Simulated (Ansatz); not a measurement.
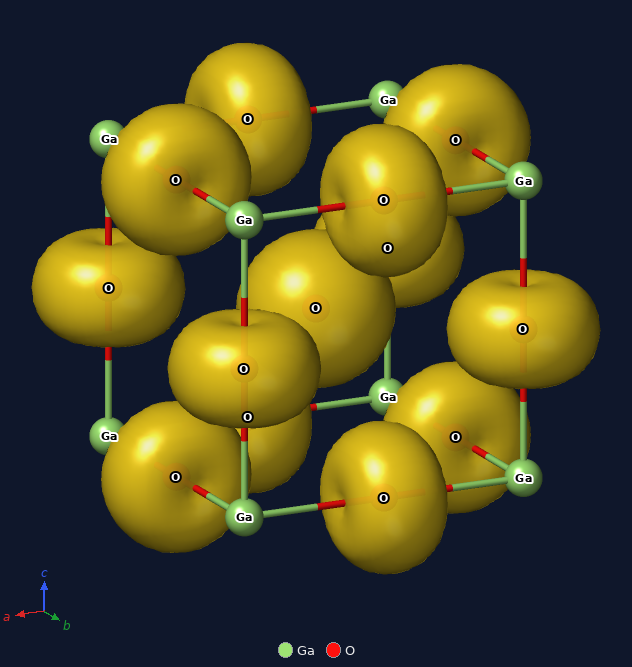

GaO$_{4}$. Isosurfaces of the magnetisation density (up minus down) at +0.06 (yellow) and −0.06 e/Å³ (cyan), seen at an oblique angle. Sticks mark near contacts.

Space group Pm-3m; a structure generated by program, which may or may not match a known phase; spin-polarised.

Level of theory: DFT PBE, scalar-relativistic, plane waves, PAW in Ansatz 0.2.0.

The density is the valence pseudo-density of a PAW calculation; it isn't the true density close to the nuclei.

```xyz
5
Lattice="3.9006 0.0000 0.0000 0.0000 3.9006 0.0000 0.0000 0.0000 3.9006" Properties=species:S:1:pos:R:3 pbc="T T T"
Ga    0.0000    0.0000    0.0000
O     1.9503    1.9503    1.9503
O     1.9503    0.0000    0.0000
O     0.0000    1.9503    0.0000
O     0.0000    0.0000    1.9503
```

Where is the spin, and how is it ordered?

Answer. The spin density sits on O: +1.9 μB and +0.9 μB (×3) in one cell of 5 atoms: parallel moments (a ferromagnetic arrangement) in this solution. The cell of the calculation (5 atoms) carries 5.0 μB of net spin moment. Only one sign reaches the isovalue.
